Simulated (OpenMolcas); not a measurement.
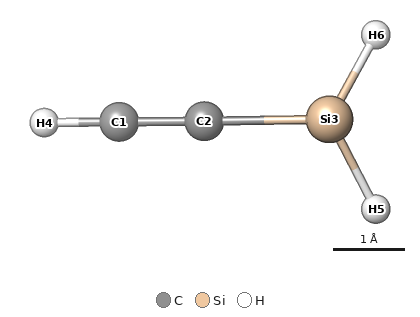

Fig. 1: The structure (ball-and-stick view, seen on its broad side; atoms are numbered from 1 in the order of the input). Bond lengths as drawn: C–C 1.21 Å, C–H 1.07 Å, C–Si 1.80 Å and H–Si 1.48 Å.

Single-point calculation, with input and output: C$_{2}$H$_{3}$Si (part 1 of 2)

- system: C$_{2}$H$_{3}$Si, multiplicity 2
- method: CASSCF/cc-pVDZ-DK (OpenMolcas 26.06)

The geometry comes from this level: PBE0-D4/def2-TZVP.

**What the program printed**
```
--- Start Module: gateway ---

                                              &GATEWAY

                       available to each process: 1.9 GB of memory, 1 thread

++    Symmetry information:
      ---------------------

                    Character Table for C1

                             E
                    a        1  x, y, xy, Rz, z, xz, Ry, yz, Rx, I
--

++    Basis set information:
      ----------------------

      Basis set label: C.CC-PVDZ-DK.........

      Electronic valence basis set:
      ------------------
      Associated Effective Charge   6.000000 au
      Associated Actual Charge      6.000000 au
      Nuclear Model: Point charge

      Shell  nPrim  nBasis  Cartesian Spherical Contaminant
         s       9       3        X
         p       4       2        X
         d       1       1                 X

      Basis set label: SI.CC-PVDZ-DK.........

      Electronic valence basis set:
      ------------------
      Associated Effective Charge  14.000000 au
      Associated Actual Charge     14.000000 au
      Nuclear Model: Point charge

      Shell  nPrim  nBasis  Cartesian Spherical Contaminant
         s      12       4        X
         p       8       3        X
         d       1       1                 X

      Basis set label: H.CC-PVDZ-DK.........

      Electronic valence basis set:
      ------------------
      Associated Effective Charge   1.000000 au
      Associated Actual Charge      1.000000 au
      Nuclear Model: Point charge

      Shell  nPrim  nBasis  Cartesian Spherical Contaminant
         s       4       2        X
         p       1       1        X
--

++    Molecular structure info:
      -------------------------

                    ************************************************
                    **** Cartesian Coordinates / bohr, angstrom ****
                    ************************************************

     Center  Label                x              y              z                     x              y              z
        1      C1               1.926954      -2.460990       1.011003              1.019700      -1.302300       0.535000
        2      C2               0.710537      -0.669908       0.275333              0.376000      -0.354500       0.145700
        3      SI3             -0.839983       2.148430      -0.849432             -0.444500       1.136900      -0.449500
        4      H4               2.977075      -4.052329       1.661825              1.575400      -2.144400       0.879400
        5      H5              -2.149752       1.690549      -3.285856             -1.137600       0.894600      -1.738800
        6      H6              -2.545272       3.223117       1.099443             -1.346900       1.705600       0.581800

                    ***************************************
                    *    InterNuclear Distances / bohr    *
                    ***************************************

               1 C1            2 C2            3 SI3           4 H4            5 H5            6 H6
    1 C1       0.000000
    2 C2       2.286669        0.000000
    3 SI3      5.688929        3.407673        0.000000
    4 H4       2.014617        4.301200        7.702321        0.000000
    5 H5       7.233105        5.141506        2.803803        9.151205        0.000000
    6 H6       7.233098        5.141507        2.803761        9.151213        4.662193        0.000000

                    *******************************************
                    *    InterNuclear Distances / angstrom    *
                    *******************************************

               1 C1            2 C2            3 SI3           4 H4            5 H5            6 H6
    1 C1       0.000000
    2 C2       1.210053        0.000000
    3 SI3      3.010452        1.803263        0.000000
    4 H4       1.066089        2.276097        4.075893        0.000000
    5 H5       3.827594        2.720768        1.483709        4.842609        0.000000
    6 H6       3.827590        2.720768        1.483686        4.842613        2.467126        0.000000

                    **************************************
                    *    Valence Bond Angles / degree    *
                    **************************************
                          Atom centers                 Phi
                      2 C2       1 C1       4 H4       179.27
                      5 H5       3 SI3      6 H6       112.49
--

            Nuclear Potential Energy             75.76256093 au

--- Stop Module: gateway /rc=_RC_ALL_IS_WELL_ ---

--- Start Module: seward ---

                                              &SEWARD

                       available to each process: 1.9 GB of memory, 1 thread

               SEWARD will generate:
                  Multipole Moment integrals up to order  2
                  Kinetic Energy integrals
                  Nuclear Attraction integrals (point charge)
                  One-Electron Hamiltonian integrals
                  Velocity integrals
                  Orbital angular momentum around (  0.1167   0.4255  -0.1610 )
                  Velocity quadrupole around (  0.1167   0.4255  -0.1610 )
                  RI decomposed two-electron repulsion integrals stored Cholesky style
                   - acCD auxiliary basis
                   - CD Threshold:   1.00E-04

                   Integrals are discarded if absolute value <: 1.00E-14
                   Integral cutoff threshold is set to       <: 1.00E-16

            Nuclear Potential Energy             75.76256093 au

      Basis set specifications :
      Symmetry species         a
      Basis functions           61

--- Stop Module: seward /rc=_RC_ALL_IS_WELL_ ---
--- Module seward spent 1 second ---

--- Start Module: rasscf ---

                                              &RASSCF

                       available to each process: 1.9 GB of memory, 1 thread

      Header of the ONEINT file:
      --------------------------

      OrdInt status: non-squared

      Cartesian coordinates in angstrom:
      -----------------------------------------------------
      No.  Label        X            Y            Z
      -----------------------------------------------------
       1   C1         1.01970000  -1.30230000   0.53500000
       2   C2         0.37600000  -0.35450000   0.14570000
       3   SI3       -0.44450000   1.13690000  -0.44950000
       4   H4         1.57540000  -2.14440000   0.87940000
       5   H5        -1.13760000   0.89460000  -1.73880000
       6   H6        -1.34690000   1.70560000   0.58180000
      -----------------------------------------------------
      Nuclear repulsion energy =   75.76256093

++    Wave function specifications:
      -----------------------------

      Number of closed shell electrons          24
      Number of electrons in active shells       5
      Max number of holes in RAS1 space          0
      Max nr of electrons in RAS3 space          0
      Number of inactive orbitals               12
      Number of active orbitals                  5
      Number of secondary orbitals              44
      Spin quantum number                      0.5
      State symmetry                             1
--

++    Orbital specifications:
      -----------------------

      Symmetry species                           1
                                                 a
      Frozen orbitals                            0
      Inactive orbitals                         12
      Active orbitals                            5
      RAS1 orbitals                              0
      RAS2 orbitals                              5
      RAS3 orbitals                              0
      Secondary orbitals                        44
      Deleted orbitals                           0
      Number of basis functions                 61
--

++    CI expansion specifications:
      ----------------------------

      Number of CSFs                            75
      Number of determinants                   100
      Number of root(s) required                 1
      Root chosen for geometry opt.              1
      CI root used                               1

      highest root included in the CI            1
      max. size of the explicit Hamiltonian     75
--

++    Optimization specifications:
      ----------------------------

      RASSCF algorithm: LK RI/DF
      Maximum number of macro iterations       200
      Maximum number of SX iterations          100
      Threshold for RASSCF energy            1.000E-08
      Threshold for max MO rotation          1.000E-01
      Threshold for max BLB element          1.000E-04
      Level shift parameter                  5.000E-01
      Make Quasi-Newton update
--

      The MO-coefficients are taken from the file:
      step1.UnaOrb
      Title:UHF natural orbitals

      Total molecular charge    0.00

      ************************************************************************************************************************
      *                                            Wave function control section                                             *
      ************************************************************************************************************************

                                         RASSCF iterations: Energy and convergence statistics
                                         ----------------------------------------------------

          iter iter root      energy       change     param      element    value   shift minimum  type update hh:mm:ss
 Nr of preliminary CI iterations:   1
        1   1   17    1  -366.25391391    0.00E+00  -7.67E-02   13  45 1  2.36E-02*  0.13   0.00    SX    NO    0:00:00
        2   1   12    1  -366.25895925   -5.05E-03* -2.93E-02   13  45 1  6.25E-03*  0.13   0.00    SX    NO    0:00:00
        3   1   11    1  -366.25974222   -7.83E-04* -1.23E-02   13  45 1  2.41E-03*  0.13   0.00    SX    NO    0:00:00
        4   1   11    1  -366.25989492   -1.53E-04* -5.42E-03    8  20 1  1.56E-03*  0.13   0.00    SX    NO    0:00:00
        5   1   10    1  -366.25993046   -3.55E-05* -5.34E-03    8  20 1  8.54E-04*  0.13   2.01    LS   YES    0:00:00
        6   1   10    1  -366.25994266   -1.22E-05*  1.87E-03   10  16 1 -2.18E-04*  0.13   1.04    QN   YES    0:00:00
        7   1    9    1  -366.25994452   -1.86E-06*  2.79E-03   10  16 1 -1.31E-04*  0.13   2.50    LS   YES    0:00:00
        8   1    9    1  -366.25994567   -1.15E-06*  1.01E-03   14  41 1 -3.01E-04*  0.13   1.10    QN   YES    0:00:00
        9   1    8    1  -366.25994613   -4.62E-07* -9.73E-04    8  20 1 -1.51E-04*  0.13   1.72    QN   YES    0:00:00
       10   1    7    1  -366.25994637   -2.36E-07* -4.07E-04   14  20 1  3.12E-05   0.13   1.20    QN   YES    0:00:00
       11   1    7    1  -366.25994641   -4.42E-08* -5.02E-04   14  41 1  3.13E-05   0.13   1.79    QN   YES    0:00:00
       12   1    7    1  -366.25994645   -3.38E-08*  3.20E-04    8  20 1  2.97E-05   0.13   1.48    QN   YES    0:00:00
       13   1    7    1  -366.25994646   -1.57E-08*  2.19E-04    8  20 1  1.66E-05   0.13   1.69    QN   YES    0:00:00
       14   1    6    1  -366.25994647   -8.41E-09  -7.93E-05   13  36 1  9.65E-06   0.13   1.35    QN   YES    0:00:00
      Convergence after 14 iterations
       15   1    6    1  -366.25994647   -2.31E-09  -7.93E-05    8  20 1 -5.08E-06   0.13   1.35    QN   YES    0:00:00

      ************************************************************************************************************************
                                                      Wave function printout:
                       occupation of active orbitals, and spin coupling of open shells (u,d: Spin up or down)
      ************************************************************************************************************************

      Note: transformation to natural orbitals
      has been made, which may change the order of the CSFs.

      printout of CI-coefficients larger than  0.05 for root  1
      energy=    -366.259946
      conf/sym  11111     Coeff  Weight
             1  22u00  -0.96809 0.93719
            30  20u20  -0.12532 0.01571
            35  ududu  -0.05575 0.00311
            36  uduud  -0.09642 0.00930
            41  02u02  -0.13439 0.01806
            66  uuudd   0.07784 0.00606

      Natural orbitals and occupation numbers for root  1
      sym 1:   1.936699   1.937575   1.000728   0.061682   0.063316

      ************************************************************************************************************************
      *                                                    Final results                                                     *
      ************************************************************************************************************************

++    Final optimization conditions:
      ------------------------------

      Average CI energy                            -366.25994647
      RASSCF energy for state  1                   -366.25994647
      Super-CI energy                                -0.00000000
      RASSCF energy change                           -0.00000000
      Max change in MO coefficients               1.836E-04
      Max non-diagonal density matrix element    -7.934E-05
      Maximum BLB matrix element                 -5.083E-06
      (orbital pair   8,  20 in symmetry   1)
      Norm of electronic gradient            1.619E-05
--

      Final state energy(ies):
      ------------------------

::    RASSCF root number  1 Total energy:   -366.25994647

++    Molecular orbitals:
      -------------------

      Pseudonatural active orbitals and approximate occupation numbers

      Molecular orbitals for symmetry species 1: a

      Orbital                 1         2         3         4         5         6         7         8         9        10
      Energy           -68.6931  -11.2275  -11.2080   -6.1378   -4.2461   -4.2459   -4.2454   -1.0210   -0.7668   -0.6944
      Occ. No.           2.0000    2.0000    2.0000    2.0000    2.0000    2.0000    2.0000    2.0000    2.0000    2.0000
```
